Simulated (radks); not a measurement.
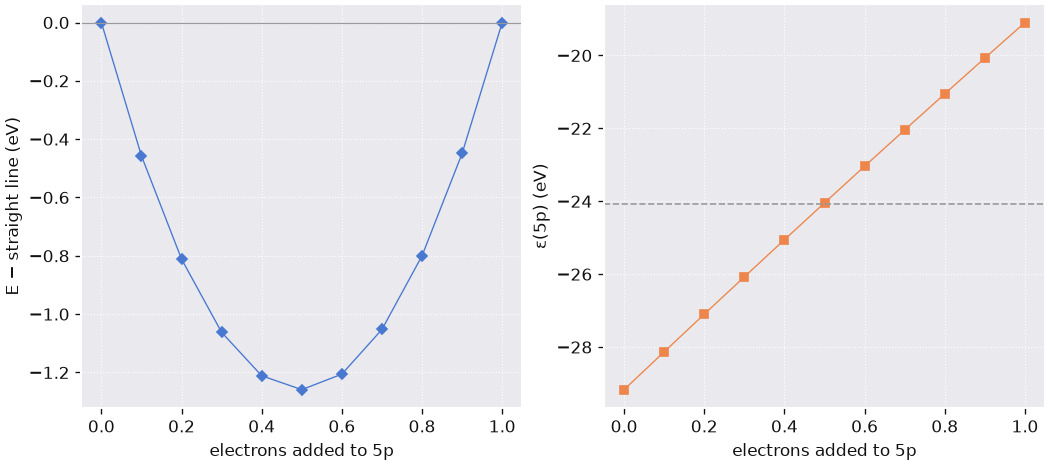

The calculation used the in-house radial solver radks at this level: scalar-relativistic Kohn-Sham, r2SCAN, spin-unpolarised, spherical densities, finite nucleus. The occupation of the 5p shell is varied from Cs²⁺ ([Kr] 4d10 5s2 5p5) to Cs⁺ ([Xe]), with spherical fractional occupations. The plot shows the total energy less the straight line between the end points, and the eigenvalue of 5p (the dashed line is minus the energy to take the whole electron out).

> What does the shape say about the method?

The curve is convex (below the straight line), with the largest deviation among the points computed, −1.26 eV, at 0.5. The end points differ by 24.1 eV, the energy to take the electron out. The eigenvalue, which is the slope of the energy (Janak's theorem), moves from −29.2 eV at 0 to −19.1 eV at 1; for a straight line it would stay constant, and a parabola would sag by an eighth of this change, scaled to a whole electron, 1.26 eV. Convexity is the mark of the delocalisation error, which puts fractional charges too low; for p, d and f shells the spherical spreading of the fraction adds to it.
